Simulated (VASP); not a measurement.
Band structure of PbS. These are PBEsol GGA, VASP's PBE PAW potentials (set 64) (plane waves; VASP) values and carry that method's errors.

The cell holds a wide vacuum, so values per volume refer to the whole cell. Unless said otherwise, spin-orbit coupling is left out, though it shifts the bands of the heavy elements here.

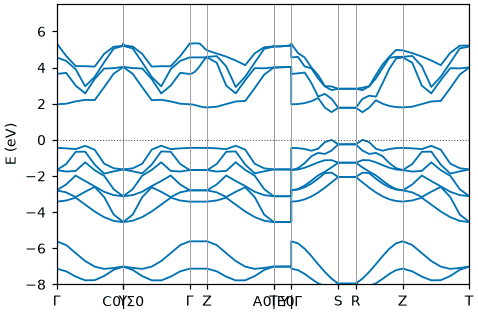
Fig. 1. Bands along high-symmetry lines, zero at the valence-band maximum or, without a gap, the Fermi level

Read the plot: is there a gap, and where are the band edges?

The gap is direct, 1.53 eV, from the valence maximum at R-Z at 0.14 to the conduction minimum at R-Z at 0.14. (Edges off the drawn lines would not show.)

The cell is a sheet with vacuum, built from a database entry that may be metastable or hypothetical.
